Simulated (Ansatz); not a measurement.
**Bands, cutoff and cost in G0W0 for SnSe2 (1T monolayer)**

How do accuracy and time trade against each other in G0W0 on SnSe2 (1T monolayer)?

Calculated with Ansatz 0.2.0; G0W0 on PBE, plane waves, PAW; PAW set soft_1.

## 1. The structure

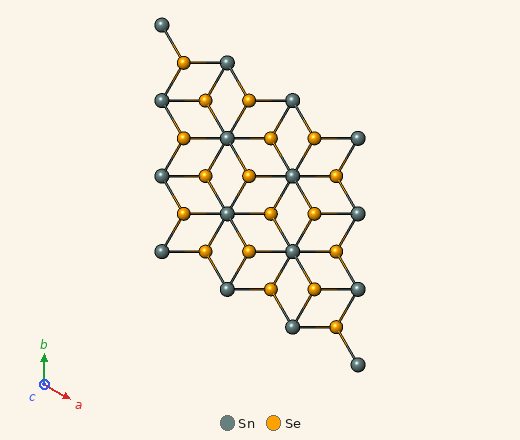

The starting structure, seen from above (tin teal, selenium orange). 3×3×1 cells are drawn. Some periodic images of atoms are drawn too.

The cell holds 3 atoms: 1 Sn and 2 Se. Cell: a = 3.829 Å, b = 3.829 Å, c = 29.600 Å, α = 90.0°, β = 90.0°, γ = 120.0°. It derives from Se2Sn1. Vacuum lies along c.

The structure was relaxed with PBE-D3(BJ). The runs that relaxed it are not among those shown. The Coulomb interaction is cut off across the vacuum.

## 2. 199 empty bands, screening to 38 eV

Now the one-shot GW correction: screening in the RPA, then the self-energy of the levels asked for. This step takes PAW set soft_1 files.

Input file input.yaml:

```yaml
crystal:
  lattice:
    - [3.8291208145, 0.0, 0.0]
    - [-1.9145604073, 3.3161158995, 0.0]
    - [0.0, 0.0, 29.6]
  atoms:
    - { symbol: Sn, position: [0.0, 0.0, 0.5] }
    - { symbol: Se, position: [0.3333333333, 0.6666666667, 0.5539893705] }
    - { symbol: Se, position: [0.6666666667, 0.3333333333, 0.4460106295] }
  periodic: [true, true, false]
kpoints:
  mp_grid: { grid: [6, 6, 1] }
hamiltonian:
  xc: pbe
  pseudopotentials: { kind: paw, azcp: { folder: soft_1 } }
scf:
  occupations: { method: fixed }
gw:
  n_empty_bands: 199
  ecut_chi: 38
  qp_bands: [v2, c2]
  qp_kpoints: band_edges
  screening: { model: contour_deformation }
```

On the command line:

```console
$ ansatz run input.yaml --threads 3 --pin off --max-ram 92160MiB --backend cuda --events-out ev --progress --plain --runs-dir out --devices 1 --max-vram 13GiB
```

Numbers of over 12 decimals in the logs are rounded to 6 here.

Log:

```text
GPUs: using 1 of 1 available (devices: 1).
Engine: ansatz 0.2.0, x86_64-unknown-linux-gnu
Pseudopotentials: kind: paw
Pseudopotential: Sn, paw, valence charge 14, recommended cutoff 420 eV (normal), soft_1/Sn.paw.azcp
Pseudopotential: Se, paw, valence charge 16, recommended cutoff 420 eV (normal), soft_1/Se.paw.azcp
Functional definition: PBE
  parameter kappa = 0.804
  parameter beta = 0.066725
  exchange = pbe_x(kappa = kappa, mu = beta*pi^2/3)
  correlation = pbe_c(beta = beta)
device memory: the entry about to start is reckoned to put 2.9 GiB on a device that reports 22.0 GiB free (of which the cap on the GPU budget leaves the run 13.0 GiB)
GPU FFT provider: cuFFT
GPU libraries: cuBLAS 13.8.2, cuFFT 12.4.0, cuSOLVER 12.3.4
Crystal: 3 atoms, lattice volume = 375.855 Å³
Basis set: ecut = 420 eV, 7323 PW (Γ)
Bands: 28, of which v1, the nominal top of the filled ones, is band 23 counted from 1 (22 counted from 0)
Symmetry: 12 space group operations
Space group: P-3m1 (ITA 164), of the structure as read, at distance tolerance 7.2e-5 Å
k-points: 7 of 36
Non-local potential: Sn, projectors of the file, l = 0: 2, l = 1: 2, l = 2: 2, l = 3: 1
Non-local potential: Se, projectors of the file, l = 0: 2, l = 1: 2, l = 2: 3, l = 3: 1
PAW form: soft (Blöchl's): semilocal exchange-correlation on the pseudo side does not see the compensation charge
PAW one-centre angular grid: Sn, 590 points (default); XC on 64 Gauss nodes
PAW one-centre angular grid: Se, 590 points (default); XC on 64 Gauss nodes
Initial density: superposition of atomic densities (neutral atoms: chi_scale 0, normalization atom)
Initial wavefunctions: pseudopotential atomic-orbital guess
GPU buffer pool allocated for 145800 grid points (all kernels)
GPU transforms: local potential and band sums: pruned to the plane-wave sphere, on 25×25×200
Functional: x = pbe(κ = 0.804, μ = 0.219515), c = pbe(β = 0.066725)
iter 1 solved again at ethr=2.26e-3 eV; its pass at ethr=3.10e-3 eV (dr2=1.04e0 eV) is discarded
SCF iter   1: F=—  HF=-16963.748053 eV  |F-HF|=—  |Δ(HF+E_count)|=         —  Δρ=1.36e-2  dr2=1.05e0  ethr=2.26e-3  ⟨swp⟩=1.7  Hψ=1072  notcnv=0  defer=18
preconditioner: auto → Resta (q_TF=auto, 1.922 Å⁻¹)  ε∞=1.4  [insulator: Δε(μ)=1.096 eV  Ē_g=15.762 eV  n_scr=36 (ndim 8)  ℏωp=9.8 eV  f_vac=0.763  ε∞_Penn≈1.4  vacuum switching on, ρ_ref=1.8e-2 e/Å³]
SCF iter   2: F=—  HF=-16963.485411 eV  |F-HF|=—  |Δ(HF+E_count)|=   2.63e-1  Δρ=5.94e-3  dr2=1.59e-1  ethr=2.26e-3  ⟨swp⟩=4.3  Hψ=348  notcnv=0  defer=20
SCF iter   3: F=—  HF=-16963.467294 eV  |F-HF|=—  |Δ(HF+E_count)|=   1.81e-2  Δρ=3.14e-3  dr2=3.93e-2  ethr=3.45e-4  ⟨swp⟩=3.7  Hψ=360  notcnv=0  defer=20
SCF iter   4: F=—  HF=-16963.463788 eV  |F-HF|=—  |Δ(HF+E_count)|=   3.51e-3  Δρ=9.36e-4  dr2=2.53e-3  ethr=8.53e-5  ⟨swp⟩=3.4  Hψ=298  notcnv=0  defer=20
SCF iter   5: F=—  HF=-16963.464074 eV  |F-HF|=—  |Δ(HF+E_count)|=   2.87e-4  Δρ=1.48e-4  dr2=5.72e-5  ethr=5.50e-6  ⟨swp⟩=3.0  Hψ=329  notcnv=0  defer=20
SCF iter   6: F=—  HF=-16963.464104 eV  |F-HF|=—  |Δ(HF+E_count)|=   3.00e-5  Δρ=4.58e-5  dr2=5.26e-6  ethr=1.24e-7  ⟨swp⟩=3.3  Hψ=390  notcnv=0  defer=20
SCF iter   7: F=—  HF=-16963.464108 eV  |F-HF|=—  |Δ(HF+E_count)|=   3.09e-6  Δρ=1.17e-5  dr2=3.31e-7  ethr=1.14e-8  ⟨swp⟩=3.0  Hψ=313  notcnv=0  defer=20
SCF iter   8: F=-16963.464108 eV  HF=-16963.464108 eV  |F-HF|=1.32e-9  |Δ(HF+E_count)|=   2.17e-7  Δρ=1.54e-6  dr2=6.02e-9  ethr=2.17e-10  ⟨swp⟩=20.6  Hψ=1233  notcnv=0
SCF 1 converged in 8 iterations: F = -16963.464108 eV  dr2 = 6.02e-9
  greatest PAW one-centre occupation: 1.000 electrons in one spin orbital (limit 2), on the Se atom at site 2 (counted from 0), in its partial waves of l = 2
device memory: the entry about to start is reckoned to put 3.9 GiB on a device that reports 21.8 GiB free (of which the cap on the GPU budget leaves the run 13.0 GiB)
NSCF: frozen V_eff on 7 k-points
the band table was solved once the SCF had ended and its energy, with any forces and stress, was formed, with the checks that follow a solve (1255 applications of the Hamiltonian). They found nothing against the state; the energy, forces and stress were not computed again (output.eigenvalues in the input reference)
device memory: the entry about to start is reckoned to put 4.5 GiB on a device that reports 21.8 GiB free (of which the cap on the GPU budget leaves the run 13.0 GiB)
NSCF: frozen V_eff on 7 k-points
G₀W₀ screening: q 1/7
[... further progress lines ...]
SCF converged after 8 iterations
Free energy (F): -16963.464108 eV
Harris-Foulkes:  -16963.464108 eV  (|F-HF|=1.32e-9)
Internal energy: -16963.464108 eV  (E = F + TS)
E sigma→0 (E₀):  -16963.464108 eV
Fermi energy:    -5.980815 eV
--- Per-component energies (eV) ---
  E_band       = -1498.823813
  E_kinetic    = 389.212827
  E_local      = -93398.021819  (includes V_loc(G=0)·N_el)
  E_nonlocal   = -563.662608
  E_hartree    = 46518.276598
  E_xc         = -295.030949
  E_vxc        = -259.745461  (∫ρ·V_xc dr)
  E_paw        = -8631.799618  (= ΣΔE_a)
  E_vpaw       = -703.164752  (= ΣTr[D̂ρ^β])
  E_aug_tail   = -0.000466  (compensation charges beyond the density's cutoff)
  E_ewald      = 39017.561927
  E_smearing   = -0.000000  (= −TS)
  E_closure    = -0.000000  (closes the sum)
  Σ components = -16963.464108   (vs F -16963.464108, Δ=0.00e0)
--- Band table (eV; the first three rows and the last of 7) ---
  k-point 0: bands = [... 19 lower, -6.4300, -6.4300, -6.0429, -6.0429, -4.3816, -2.8575, -1.3477, -1.3477, ... 1 higher]
  k-point 1: bands = [... 19 lower, -7.2253, -7.0877, -6.9372, -5.9808, -3.7340, -2.1118, -1.0358 (-1.0358°), -0.8101, ... 1 higher]
  k-point 2: bands = [... 19 lower, -8.2313, -7.8639, -6.7285, -6.1901, -4.6768, -1.7998, -0.5925, -0.2720, ... 1 higher]
  k-point 6: bands = [... 19 lower, -9.6011, -9.2336, -6.8415, -6.8415, -4.1753, -0.7480, -0.7480, 0.6122, ... 1 higher]
  ° read free of the cell's end (the report's vacuum.weakly_bound_levels)
--- G₀W₀: contour deformation, 7 samples at zero and on the imaginary axis and 3 off it, 36 q-points, 199 empty bands' worth ---
  eigenvalues of the whole cell's RPA ε∞ on this k-mesh (on a slab, of 1 + 4πα/V) = 1.1720, 3.3459, 3.3459; static W/v taken at q = 0 is 0.505249
  gw.qp_kpoints: band_edges: 6 of 7 stored k-points solved, in 1 pass; an edge of the gap read off the rows below is read off those points alone
    valence top: of the k-points left out ik 5 came nearest to being solved in a further pass, in band 23 (counted from 1, as in the quasiparticle table): it holds the edge there only if its correction is more favourable than any solved in that band by at least 0.547 eV; those differ by 0.139 eV
    conduction bottom: of the k-points left out ik 5 came nearest to being solved in a further pass, in band 24 (counted from 1, as in the quasiparticle table): it holds the edge there only if its correction is more favourable than any solved in that band by at least 0.877 eV; those differ by 0.168 eV
    ik  band        ε_KS         Σx   Σc(E_QP)       V_xc       Z   E_QP_lin       E_QP  E_QP is
     0    22     -6.0429   -17.4890     1.8355   -15.4998  0.7195    -6.1975    -6.1966  root
     0    23     -6.0429   -17.4890     1.8355   -15.4998  0.7195    -6.1975    -6.1966  root
     0    24     -4.3816   -11.1424    -2.4647   -14.4212  0.7593    -3.5429    -3.5675  root
     0    25     -2.8575    -8.1766    -3.4003   -12.2917  0.7642    -2.1266    -2.1427  root
     1    22     -6.9372   -16.4303     2.3365   -13.7624  0.6988    -7.2755    -7.2687  root
     1    23     -5.9808   -17.4697     1.8541   -15.4580  0.7209    -6.1392    -6.1384  root
     1    24     -3.7340   -11.8178    -2.7097   -15.4334  0.7331    -2.7931    -2.8281  root
     1    25     -2.1118    -7.7629    -3.3842   -11.8602  0.7672    -1.3793    -1.3987  root
     2    22     -6.7285   -16.8928     2.3181   -14.2661  0.7031    -7.0420    -7.0371  root
     2    23     -6.1901   -17.3707     1.9452   -15.2317  0.7159    -6.3854    -6.3840  root
     2    24     -4.6768   -10.7045    -2.5759   -14.0760  0.7443    -3.8582    -3.8811  root
     2    25     -1.7998    -7.8910    -3.4560   -12.0714  0.7582    -1.0615    -1.0754  root
     3    22     -6.7162   -16.8703     2.2507   -14.3167  0.7028    -7.0224    -7.0190  root
     3    23     -6.3126   -17.3413     1.9974   -15.1349  0.7120    -6.5235    -6.5216  root
     3    24     -5.1950   -10.7103    -2.3584   -13.8122  0.7462    -4.4322    -4.4515  root
     3    25     -1.8866    -7.7571    -3.4792   -11.9378  0.7673    -1.1614    -1.1850  root
     4    22     -6.9044   -16.4799     2.0704   -14.1468  0.6968    -7.1702    -7.1670  root
     4    23     -6.4742   -16.9590     2.1660   -14.5175  0.7115    -6.7532    -6.7497  root
     4    24     -3.7950   -11.8601    -2.7620   -15.5334  0.7276    -2.8401    -2.8837  root
     4    25     -1.2841    -7.8064    -3.6410   -12.2273  0.7563    -0.4763    -0.5043  root
     6    22     -6.8415   -16.8288     2.2843   -14.2513  0.6983    -7.1403    -7.1346  root
     6    23     -6.8415   -16.8288     2.2843   -14.2513  0.6983    -7.1403    -7.1346  root
     6    24     -4.1753   -11.0837    -2.7097   -14.6533  0.7325    -3.2833    -3.3155  root
     6    25     -0.7480    -7.8996    -3.6943   -12.3685  0.7480     0.0639     0.0267  root
```

Wall time 26 s (1 × NVIDIA H100 80GB HBM3 (shared by 6 runs) with 3 threads of AMD EPYC 7R13 (Zen 3), shared host); peak memory 1.4 GiB; 42 s of CPU time.

Numbers from this step:

* bands summed: 222
* plane waves in the screening matrix: 167
* q-points in the mesh: 36
* G0W0 gap on the mesh: 1.687 eV
* k of the valence top: 0, 0.1667, 0
* k of the conduction bottom: 0, -0.5, 0
* starting gap on the mesh: 0.7858 eV
* Z at the valence top: 0.7209
* Z at the conduction bottom: 0.7462
* least direct G0W0 gap on the computed points: 2.070 eV

The gap on the mesh goes from 0.79 eV to 1.69 eV, a correction of +0.90 eV. Between the two edge states, bare exchange in place of the xc potential would open the gap by 5.11 eV, and correlation takes back 4.21 eV.

## 3. 499 empty bands, screening to 70 eV

Bands and screening cutoff are moved together, since each hides the error of the other.

Changes to input.yaml since step 2:

```diff
@@ -17,5 +17,6 @@
   occupations: { method: fixed }
+  convergence: { dr2_threshold: 1.0e-10 }
 gw:
-  n_empty_bands: 199
-  ecut_chi: 38
+  n_empty_bands: 499
+  ecut_chi: 70.0
   qp_bands: [v2, c2]
```

Log:

```text
GPUs: using 1 of 1 available (devices: 1).
[...]
GPU FFT provider: cuFFT
GPU libraries: cuBLAS 13.8.2, cuFFT 12.4.0, cuSOLVER 12.3.4
Crystal: 3 atoms, lattice volume = 375.855 Å³
Basis set: ecut = 420 eV, 7323 PW (Γ)
Bands: 28, of which v1, the nominal top of the filled ones, is band 23 counted from 1 (22 counted from 0)
[... 1 set-up line as in the run before ...]
[...]
k-points: 7 of 36
[...]
GPU buffer pool allocated for 145800 grid points (all kernels)
[...]
SCF iter  10: F=-16963.464108 eV  HF=-16963.464108 eV  |F-HF|=4.37e-11  |Δ(HF+E_count)|=  1.53e-10  Δρ=6.68e-8  dr2=1.38e-11  ethr=1.00e-12  ⟨swp⟩=21.1  Hψ=1261  notcnv=0
SCF 1 converged in 10 iterations: F = -16963.464108 eV  dr2 = 1.38e-11
[...]
NSCF: frozen V_eff on 7 k-points
[...]
G₀W₀ screening: q 1/7
[... further progress lines ...]
SCF converged after 10 iterations
Free energy (F): -16963.464108 eV
[...]
Internal energy: -16963.464108 eV  (E = F + TS)
E sigma→0 (E₀):  -16963.464108 eV
Fermi energy:    -5.980859 eV
[...]
--- Band table (eV; the first three rows and the last of 7) ---
  k-point 0: bands = [... 19 lower, -6.4301, -6.4301, -6.0430, -6.0430, -4.3816, -2.8575, -1.3478, -1.3478, ... 1 higher]
  k-point 1: bands = [... 19 lower, -7.2254, -7.0877, -6.9372, -5.9809, -3.7341, -2.1118, -1.0358 (-1.0358°), -0.8102, ... 1 higher]
  k-point 2: bands = [... 19 lower, -8.2313, -7.8639, -6.7285, -6.1902, -4.6768, -1.7998, -0.5925, -0.2721, ... 1 higher]
  k-point 6: bands = [... 19 lower, -9.6012, -9.2336, -6.8415, -6.8415, -4.1754, -0.7480, -0.7480, 0.6121, ... 1 higher]
  ° read free of the cell's end (the report's vacuum.weakly_bound_levels)
[...]
0    22     -6.0430   -17.4890     1.5516   -15.4998  0.7127    -6.4881    -6.4805  root
     0    23     -6.0430   -17.4890     1.5516   -15.4998  0.7127    -6.4881    -6.4805  root
     0    24     -4.3816   -11.1425    -2.7295   -14.4212  0.7563    -3.8221    -3.8324  root
     0    25     -2.8575    -8.1766    -3.6176   -12.2917  0.7633    -2.3521    -2.3600  root
     1    22     -6.9372   -16.4303     2.1042   -13.7623  0.6942    -7.5207    -7.5010  root
     1    23     -5.9809   -17.4697     1.5646   -15.4580  0.7142    -6.4354    -6.4279  root
     1    24     -3.7341   -11.8178    -3.0167   -15.4334  0.7285    -3.1209    -3.1353  root
     1    25     -2.1118    -7.7629    -3.6074   -11.8602  0.7675    -1.6127    -1.6219  root
[...]
6    22     -6.8415   -16.8288     2.0428   -14.2513  0.6925    -7.3918    -7.3763  root
     6    23     -6.8415   -16.8288     2.0428   -14.2513  0.6925    -7.3918    -7.3763  root
     6    24     -4.1754   -11.0837    -2.9958   -14.6533  0.7280    -3.5891    -3.6015  root
     6    25     -0.7480    -7.8996    -3.9316   -12.3685  0.7437    -0.1943    -0.2106  root
```

Run time: 54 s. Hardware: 1 × NVIDIA H100 80GB HBM3 (shared by 6 runs) with 3 threads; peak memory 2 GiB.

Numbers from this step:

```
bands summed                                 : 522
plane waves in the screening matrix          : 527
q-points in the mesh                         : 36
G0W0 gap on the mesh                         : 1.712 eV
k of the valence top                         : 0, 0.1667, 0
k of the conduction bottom                   : 0, -0.5, 0
starting gap on the mesh                     : 0.7858 eV
Z at the valence top                         : 0.7142
Z at the conduction bottom                   : 0.7422
least direct G0W0 gap on the computed points : 2.073 eV
```

Against the run with 6×6×1 mesh, 199 empty bands, screening to 38 eV, PAW set soft_1 files, the gap moves by +0.03 eV.

## 4. Side by side

Times are wall times on 1 × NVIDIA H100 80GB HBM3 (shared by 6 runs) with 3 threads of AMD EPYC 7R13 (Zen 3), shared host, good to a factor of about two.

| mesh | files | frequency | bands summed | cutoff (eV) | start (eV) | G0W0 (eV) | time | host memory (GiB) |
| --- | --- | --- | --- | --- | --- | --- | --- | --- |
| 6×6×1 | PAW set soft_1 | contour deformation | 222 | 38 | 0.786 | 1.687 | 26 s | 1.4 |
| 6×6×1 | PAW set soft_1 | contour deformation | 522 | 70 | 0.786 | 1.712 | 54 s | 2.0 |

How the two edges are built up, in eV (the quasiparticle level is the starting level plus Σx plus Σc less Vxc):

| run | edge | start | Σx | Σc | Vxc | Z | QP |
| --- | --- | --- | --- | --- | --- | --- | --- |
| 222 bands | valence top | -5.98 | -17.47 | 1.85 | -15.46 | 0.72 | -6.14 |
| 222 bands | conduction bottom | -5.20 | -10.71 | -2.36 | -13.81 | 0.75 | -4.45 |
| 522 bands | valence top | -5.98 | -17.47 | 1.56 | -15.46 | 0.71 | -6.43 |
| 522 bands | conduction bottom | -5.20 | -10.71 | -2.62 | -13.81 | 0.74 | -4.72 |

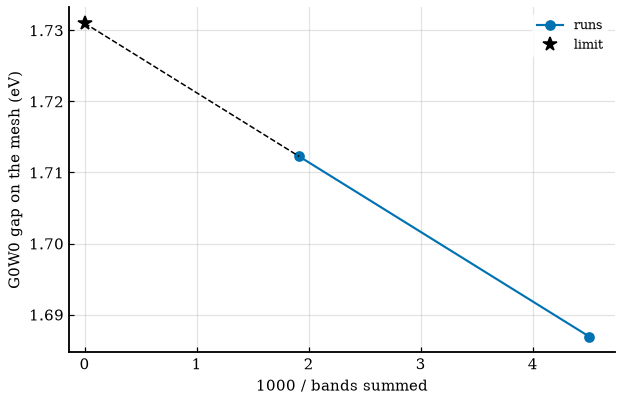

The gap against one over the number of bands; the dashed line carries the two highest rungs to the limit.

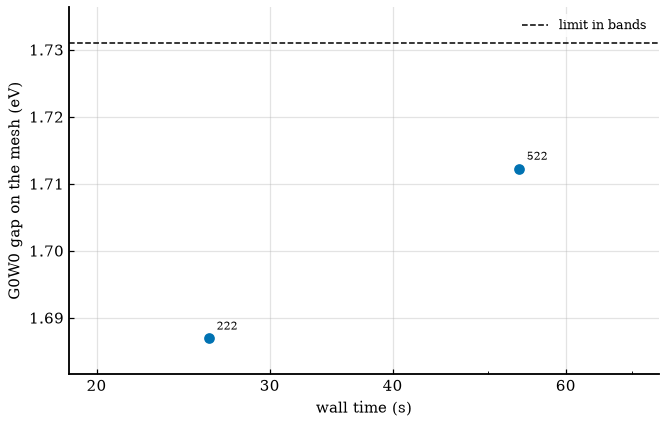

Result against wall time.

## 5. What came out

```json
{
 "222 bands, 38 eV": "1.687 eV",
 "522 bands, 70 eV": "1.712 eV",
 "estimated limit in bands and cutoff": "1.73 eV",
 "mesh and start": "6×6×1, PBE"
}
```

A line in one over the bands through the two rungs gives 1.73 eV, +0.02 eV from the top rung; with two points alone it is an unchecked estimate. The rungs stand 0.04 eV (222 bands) and 0.02 eV (522 bands) from it. From 222 to 522 bands the gap moves by +0.03 eV while the time grows 2.1-fold. Σc changes by −0.29 eV at the valence top and −0.26 eV at the conduction bottom, so the levels themselves move more than the gap between them. The mesh in the plane is coarse for a sheet; gap and any exciton binding can still move on denser ones. The many-body steps are scalar-relativistic: spin-orbit coupling is not in them.

[Paths, hosts, dates, memory and timing lines, banners, echoed tables and standing remarks are left out of the program output.]

[Logs are printed without paths, hosts, clocks, repeated set-up lines and the standing remarks that a program may print on its own settings, such as how far it seeks lower states.]

[Runs of the session that timed out or met a known fault of the program may be left out.]

[Cells called generated may have been cut or substituted from an entry of the Crystallography Open Database or the Materials Project.]

[Hosts, paths, dates, database ids (printed as entryN), source tags and the programs' standing remarks are cut or masked in the printed files.]
